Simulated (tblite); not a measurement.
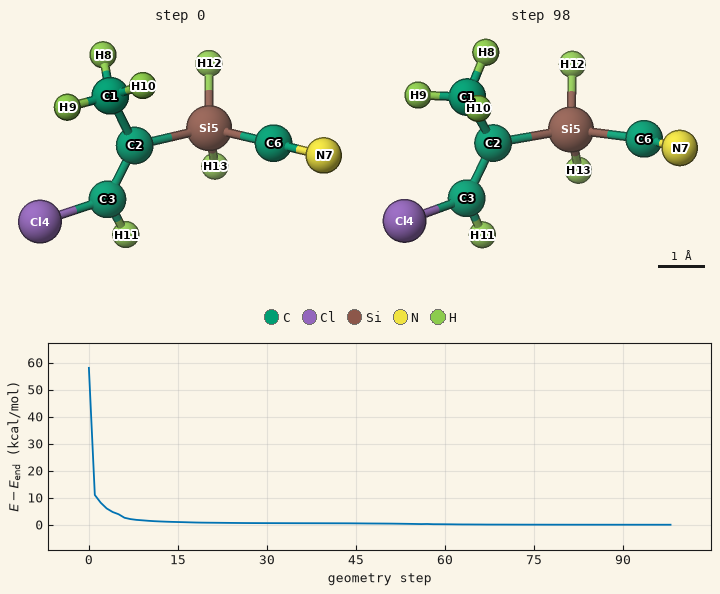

First and last geometry of a relaxation of C₄H₆ClNSi (charge −1, multiplicity 2), with the history of the run. A ball-and-stick model, seen at a tilt.

The calculation used GFN2-xTB geometry optimisation, gas phase in tblite 0.8.0. 

Q: Read the history and describe the run.

A: It converged. H10 moves most after the best rigid fit: 0.77 Å. Largest moves by element: H 0.77 Å, Cl 0.35 Å, N 0.33 Å, C 0.33 Å, Si 0.08 Å. Near-neighbour distances that change, for instance: C6–N7 1.458 → 1.170 Å, C3–Cl4 1.705 → 1.763 Å, C3–H11 1.089 → 1.076 Å, C1–C2 1.515 → 1.505 Å. Bond angles that change, for instance: Si5–C6–N7 179.5° → 161.6°, C2–Si5–C6 111.5° → 128.0°, C6–Si5–H12 110.4° → 102.0°. Groups turn about C1–C2 by about 40°. The energy falls by 58.0 kcal/mol in 98 geometry steps.

```tsv
step	E − E(0), kcal/mol
0	0.00
1	-47.03
2	-49.90
3	-52.01
4	-53.32
5	-54.15
6	-55.46
7	-55.95
8	-56.23
9	-56.40
10	-56.58
15	-57.03
19	-57.26
24	-57.36
29	-57.44
33	-57.46
38	-57.48
42	-57.50
47	-57.57
52	-57.65
56	-57.79
61	-57.88
66	-57.96
70	-57.99
75	-58.01
79	-58.02
84	-58.02
89	-58.03
93	-58.03
98	-58.04
```
